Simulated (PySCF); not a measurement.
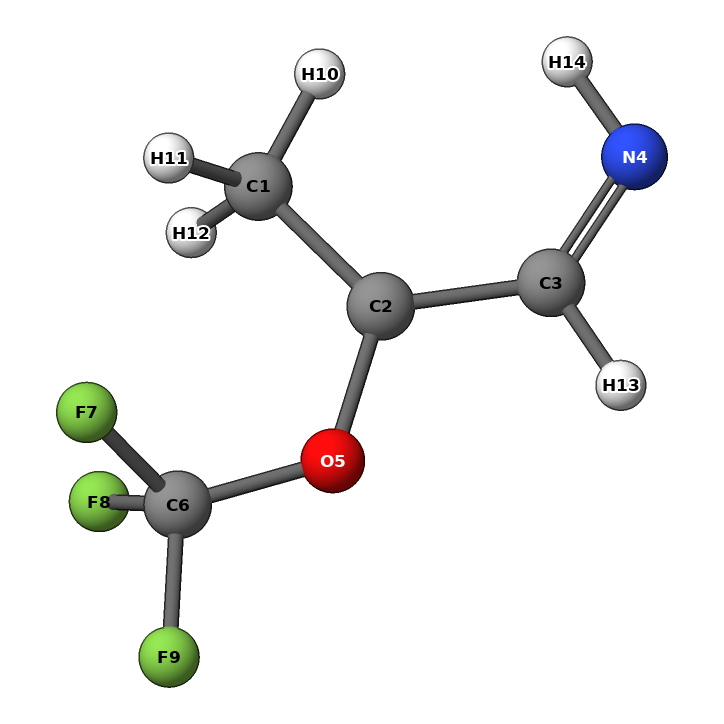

The questions are on Mulliken spin populations. Charge 0, doublet. The computed structure is the end point of a GFN2-xTB optimisation. No frequency run is at hand to confirm it as a minimum. Level of theory: UKS B3LYP, pcH-1 on C F H N O, non-relativistic (PySCF 2.14.0).

> Which atom carries the largest spin population?

C2 (0.68 e).

> Which atom has the lowest spin population?

C3 (−0.20 e); a negative value comes from spin polarisation.

List the Mulliken spin populations.

```json
{"atom": "C1", "value (e)": "−0.06"}
{"atom": "C2", "value (e)": "0.68"}
{"atom": "C3", "value (e)": "−0.20"}
{"atom": "N4", "value (e)": "0.46"}
{"atom": "O5", "value (e)": "0.05"}
{"atom": "C6", "value (e)": "0.01"}
{"atom": "F7", "value (e)": "0.00"}
{"atom": "F8", "value (e)": "0.00"}
{"atom": "F9", "value (e)": "0.00"}
{"atom": "H10", "value (e)": "0.00"}
{"atom": "H11", "value (e)": "0.03"}
{"atom": "H12", "value (e)": "0.03"}
{"atom": "H13", "value (e)": "0.00"}
{"atom": "H14", "value (e)": "−0.02"}
```

Mulliken values depend strongly on the basis set.
